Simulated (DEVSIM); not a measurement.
System: abrupt Si p-n junction, at 300 K.

| layer (left to right) | material | thickness (μm) | Nd (cm⁻³) | Na (cm⁻³) | τn (s) | τp (s) |
|---|---|---|---|---|---|---|
| 1 | Si | 0.810 | - | 2.9e15 | 0.00024 | 0.00024 |
| 2 | Si | 250 | 7.1e17 | - | 0.00024 | 0.00024 |

Left contact: ohmic. Right contact: ohmic. Voltage is applied to the left contact. Recombination: SRH at mid-gap, radiative, Auger. Mobility is constant in doping.

This is a model device: material constants are rounded textbook-type values typed into the input, and sizes, dopings and lifetimes were drawn at random. Values at 300 K.

```
parameter           Si
-------------  -------
gap (eV)         1.124
affinity (eV)     4.05
permittivity      11.7
Nc (cm⁻³)      2.86e19
Nv (cm⁻³)       3.1e19
μn (cm²/Vs)       1417
μp (cm²/Vs)        470
B (cm³/s)      4.7e-15
Cn (cm⁶/s)     2.8e-31
Cp (cm⁶/s)     9.9e-32
```

DEVSIM, 1D drift-diffusion, Boltzmann statistics, complete ionisation; no tunnelling, impact ionisation, image-force lowering or self-heating.

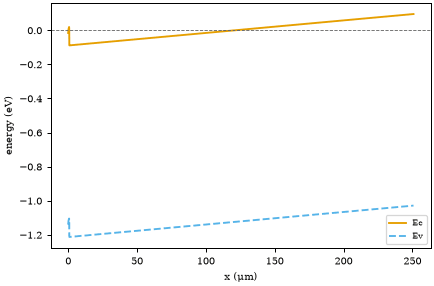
Band edges at 0.9 V on the left contact

Energies count from the Fermi level of the right contact; mesh points crowd at the junctions.

| x (μm) | Ec (eV) | Ev (eV) | n (cm⁻³) | p (cm⁻³) | field (V/cm) |
|---|---|---|---|---|---|
| 0.000 | -0.016 | -1.140 | 40000 | 2.9e15 | 1200 |
| 0.04114 | -0.011 | -1.135 | 7.6e14 | 3.5e15 | 1100 |
| 0.1419 | -0.002 | -1.126 | 2.3e15 | 5.0e15 | 760 |
| 0.4050 | 0.012 | -1.112 | 5.6e15 | 8.4e15 | 380 |
| 0.7141 | 0.019 | -1.105 | 1.0e16 | 1.1e16 | -620 |
| 0.7890 | -0.013 | -1.137 | 3.8e16 | 3.2e15 | -13000 |
| 0.8193 | -0.084 | -1.208 | 6.1e17 | 2.0e14 | -8200 |
| 0.9139 | -0.088 | -1.212 | 7.1e17 | 1.7e14 | ≈ 0 |
| 1.141 | -0.088 | -1.212 | 7.1e17 | 1.7e14 | ≈ 0 |
| 1.771 | -0.088 | -1.212 | 7.1e17 | 1.7e14 | ≈ 0 |
| 3.408 | -0.087 | -1.211 | 7.1e17 | 1.7e14 | ≈ 0 |
| 10.87 | -0.081 | -1.205 | 7.1e17 | 1.7e14 | ≈ 0 |
| 28.76 | -0.068 | -1.192 | 7.1e17 | 1.6e14 | ≈ 0 |
| 78.39 | -0.031 | -1.155 | 7.1e17 | 1.3e14 | ≈ 0 |
| 197.8 | 0.057 | -1.067 | 7.1e17 | 7.0e13 | ≈ 0 |
| 230.9 | 0.081 | -1.043 | 7.1e17 | 3.7e13 | ≈ 0 |
| 243.7 | 0.090 | -1.034 | 7.1e17 | 1.6e13 | ≈ 0 |
| 248.2 | 0.094 | -1.030 | 7.1e17 | 6.0e12 | ≈ 0 |
| 250.2 | 0.095 | -1.029 | 7.1e17 | 1.6e12 | ≈ 0 |
| 250.6 | 0.095 | -1.029 | 7.1e17 | 5.6e11 | ≈ 0 |
| 250.7 | 0.095 | -1.028 | 7.1e17 | 1.6e11 | ≈ 0 |
| 250.8 | 0.096 | -1.028 | 7.1e17 | 160 | ≈ 0 |
